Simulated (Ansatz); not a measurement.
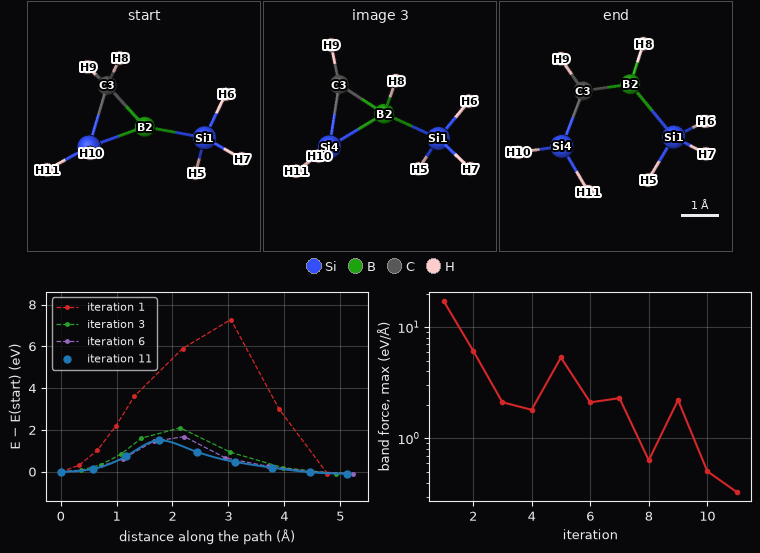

A search for the minimum-energy path of CH$_{7}$BSi$_{2}$ by the nudged elastic band. Images are numbered from 0 (start) to 8 (end). The plot follows the band through its iterations. Style: ball-and-stick. Shown at a tilt.

All numbers below come from UKS r2SCAN/STO-3G in Ansatz. Set-up: 7 movable images; climbing image; force threshold 0.5 eV/Å; iteration limit 37; starting path through a guess of the saddle point.

How did the profile develop, and is the result final?

The run is converged, with reservations. The band converged in 11 iterations. The largest component of the band force went from 17 to 0.33 eV/Å. The climbing image converged on the top of the path. Its curvatures weren't checked. The force threshold is loose. The first iteration put the highest image at 7.29 eV. Forward barrier 1.51 eV, backward barrier 1.60 eV, with image 3 at the top; the reaction energy is −0.09 eV.

Limits of the set-up: STO-3G is a minimal basis, so the numbers are rough.

The run took 7.4 min on 1 thread of Arm Neoverse V1, on a shared host, peak memory 0.17 GiB.
